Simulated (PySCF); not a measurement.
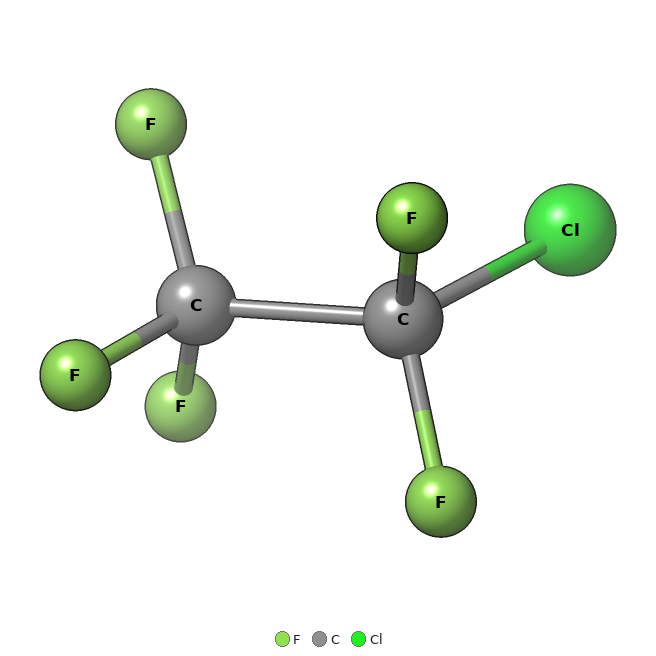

Orthographic view. Depth is shown by fading: the farther an atom, the more it takes the colour of the background. Computed geometry: PBE0-D3(BJ)/def2-SVP optimisation. No frequency run is at hand to confirm it as a minimum.

Write the InChI string.

Answer. InChI=1S/C2ClF5/c3-1(4,5)2(6,7)8
